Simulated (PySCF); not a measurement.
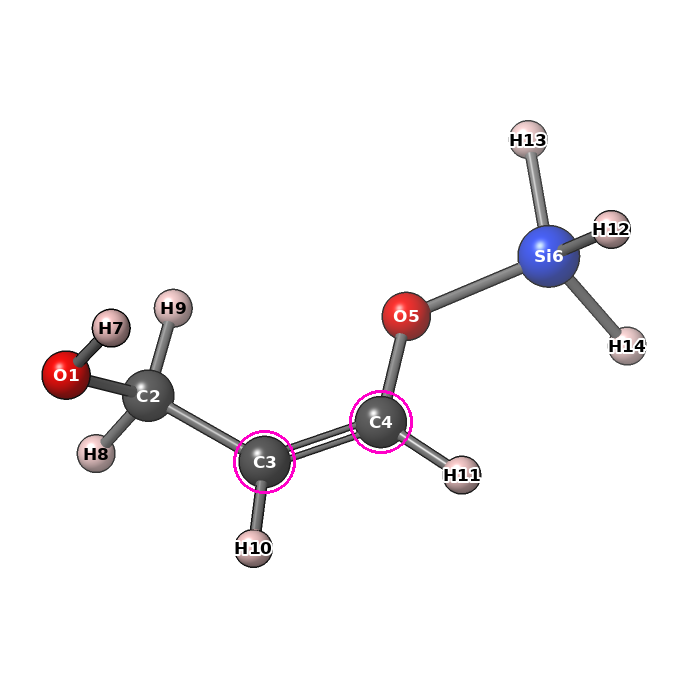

Atoms fade into the background with distance from the viewer. Circles mark the stereogenic atoms. Computed geometry: PBE0-D3(BJ)/def2-SVP optimisation. No frequency run is at hand to confirm it as a minimum.

Question: Assign CIP descriptors.

Answer: C3=C4: Z.
